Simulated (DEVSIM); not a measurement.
System: Schottky contact on p-type Si, at 300 K.

```csv
layer (left to right),material,thickness (μm),Na (cm⁻³),τn (s),τp (s)
1,Si,1.30,6.5e16,2.3e-7,2.3e-7
```

Left contact: Schottky, work function 4.304 eV, emission velocity 3.5e6 cm/s. Right contact: ohmic. Voltage is applied to the left contact. Recombination: SRH at mid-gap, Auger. Mobility is μmin + (μ − μmin)/(1 + (N/Nref)^α).

This is a model device: material constants are rounded textbook-type values typed into the input, and sizes, dopings and lifetimes were drawn at random. Values at 300 K.

| parameter | Si |
|---|---|
| gap (eV) | 1.124 |
| affinity (eV) | 4.05 |
| permittivity | 11.7 |
| Nc (cm⁻³) | 2.86e19 |
| Nv (cm⁻³) | 3.1e19 |
| μn (cm²/Vs) | 1417 |
| μp (cm²/Vs) | 470 |
| μn,min | 52 |
| μp,min | 45 |
| Nref,n | 9.7e16 |
| Nref,p | 2.2e17 |
| αn | 0.68 |
| αp | 0.72 |
| Cn (cm⁶/s) | 2.8e-31 |
| Cp (cm⁶/s) | 9.9e-32 |

Simulated with DEVSIM: 1D drift-diffusion, Boltzmann statistics, complete ionisation; no tunnelling, impact ionisation, image-force lowering or self-heating. Metal contacts follow the ideal Schottky-Mott rule: no Fermi-level pinning, no interface dipoles.

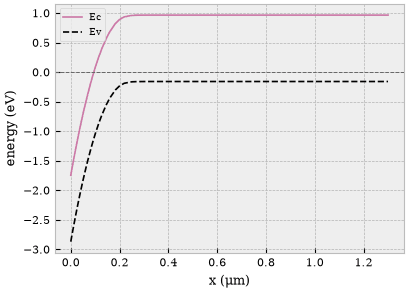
Fig. 1. Band edges at 2.0 V on the left contact

Energies count from the Fermi level of the right contact; mesh points crowd at the junctions.

| x (μm) | Ec (eV) | Ev (eV) | n (cm⁻³) | p (cm⁻³) | field (V/cm) |
|---|---|---|---|---|---|
| 0.000 | -1.746 | -2.870 | 1.5e15 | 3200 | 230000 |
| 0.007900 | -1.566 | -2.690 | 1.4e12 | 3300 | 220000 |
| 0.02003 | -1.301 | -2.425 | 5.1e7 | 3700 | 210000 |
| 0.03427 | -1.009 | -2.133 | 2300 | 4500 | 200000 |
| 0.06277 | -0.485 | -1.609 | 1400 | 6500 | 170000 |
| 0.09054 | -0.054 | -1.178 | 1200 | 9200 | 140000 |
| 0.1271 | 0.395 | -0.729 | 610 | 1.8e7 | 100000 |
| 0.2003 | 0.891 | -0.233 | < 1e2 | 3.8e15 | 31000 |
| 0.2715 | 0.963 | -0.161 | < 1e2 | 6.2e16 | 920 |
| 0.3810 | 0.965 | -0.159 | 250 | 6.5e16 | ≈ 0 |
| 0.5095 | 0.965 | -0.159 | 470 | 6.5e16 | ≈ 0 |
| 0.7481 | 0.965 | -0.159 | 860 | 6.5e16 | ≈ 0 |
| 0.8868 | 0.965 | -0.159 | 1100 | 6.5e16 | ≈ 0 |
| 0.9921 | 0.965 | -0.159 | 1300 | 6.5e16 | ≈ 0 |
| 1.100 | 0.965 | -0.159 | 1500 | 6.5e16 | ≈ 0 |
| 1.154 | 0.965 | -0.159 | 1500 | 6.5e16 | ≈ 0 |
| 1.200 | 0.965 | -0.159 | 1600 | 6.5e16 | ≈ 0 |
| 1.230 | 0.965 | -0.159 | 1700 | 6.5e16 | ≈ 0 |
| 1.261 | 0.965 | -0.159 | 1700 | 6.5e16 | ≈ 0 |
| 1.276 | 0.965 | -0.159 | 1700 | 6.5e16 | ≈ 0 |
| 1.288 | 0.965 | -0.159 | 1800 | 6.5e16 | ≈ 0 |
| 1.300 | 0.965 | -0.159 | 1800 | 6.5e16 | ≈ 0 |
